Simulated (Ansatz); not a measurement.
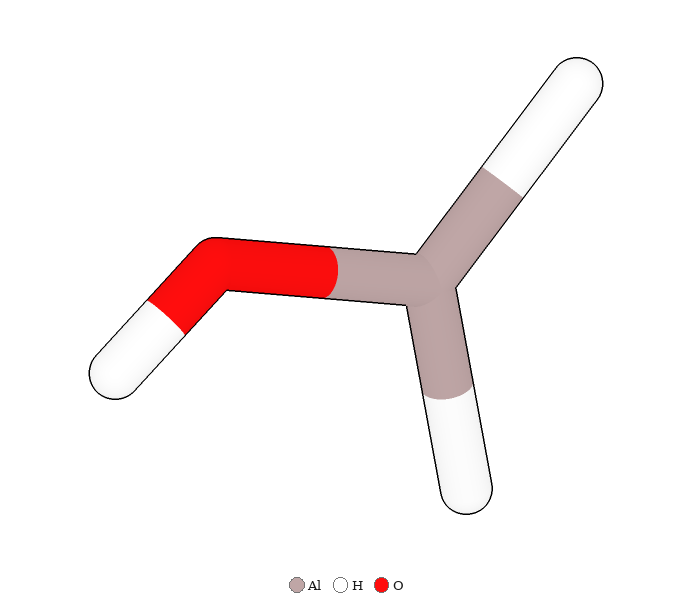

Computed geometry: PBE0-D4/def2-TZVP optimisation. Properties computed with RKS PBE0-D4/def2-TZVPP (Ansatz 0.2.0).

Predict the main results.

The species is AlH3O.
- HOMO energy (Kohn–Sham orbital): −8.37 eV
- LUMO energy (Kohn–Sham orbital): −0.96 eV
- HOMO–LUMO gap: 7.41 eV
